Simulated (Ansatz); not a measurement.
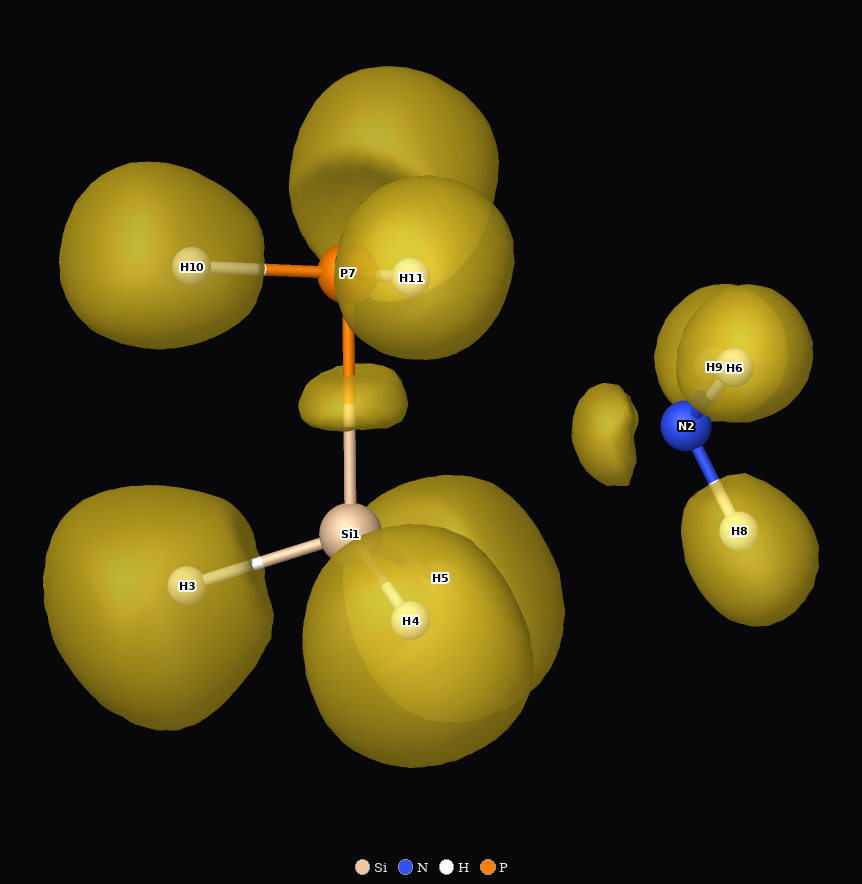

Figure 1: H5PSi···NH3. Isosurface of the ELF at 0.9 (yellow), seen at a tilt. Only the valence region is drawn (cores and ρ < 0.01 e/Å³ removed).

The product side of a reaction path; geometry: PBE0-D4/def2-TZVP.

Method: RKS PBE0-D4/def2-TZVPP (Ansatz).

```tsv
atom	x (Å)	y (Å)	z (Å)
Si	-1.3668	0.0121	0.0393
N	1.4792	-0.8624	0.6419
H	-2.7769	0.3414	-0.3241
H	-1.1251	0.5265	1.4108
H	-1.2645	-1.4691	0.0307
H	2.2706	-0.2587	0.8282
P	-0.0225	0.9234	-1.5290
H	1.2971	-1.3921	1.4857
H	1.7643	-1.5209	-0.0731
H	-0.9343	1.9514	-1.8949
H	0.6791	1.7481	-0.6155
```

Question: What do the ELF domains correspond to?

Answer: The ELF exceeds this value in one region between bonded P–Si atoms (shared pairs), eight regions around hydrogen nuclei, one lobe on N, pointing away from the bonds (lone pairs) and one lobe on P, pointing away from the bonds (lone pairs). Profiles from the grid: Si1···N2 (3.04 Å): the ELF dips to about 0.05 between them. Si–P (2.26 Å): the ELF peaks at about 0.95 between the atoms (localised, covalent bonding).
